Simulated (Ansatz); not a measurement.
# Pressure series in hypothetical R-3m KTlS2

The reference is KTlS2 (space group R-3m, No. 166; a = 3.984 Å, c = 21.707 Å (hexagonal axes); a hypothetical phase, not in the database extracts checked).

Cell and atoms are relaxed at each pressure.

Level of theory: plane-wave PAW DFT at the PBEsol level (Ansatz, a first-principles code, 420 eV), no spin-orbit coupling.

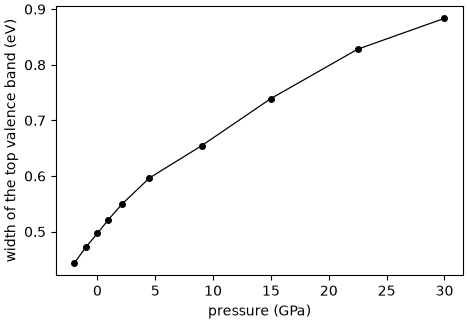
Figure: Width of the top valence band against pressure

From the plot, what is the width of the top valence band for pressure 22.5 GPa?

About 0.83 eV.

Is the trend monotonic over the range shown?

Yes, it rises throughout, spanning 0.44 eV to 0.88 eV.

With Tl present, leaving out spin-orbit coupling can change the band edges. The levels and masses belong to the bands next to the band gap. Load acts through the strain it causes; cell and atoms are relaxed under it. No phonon test of stability was made. No other phases were tried under pressure.
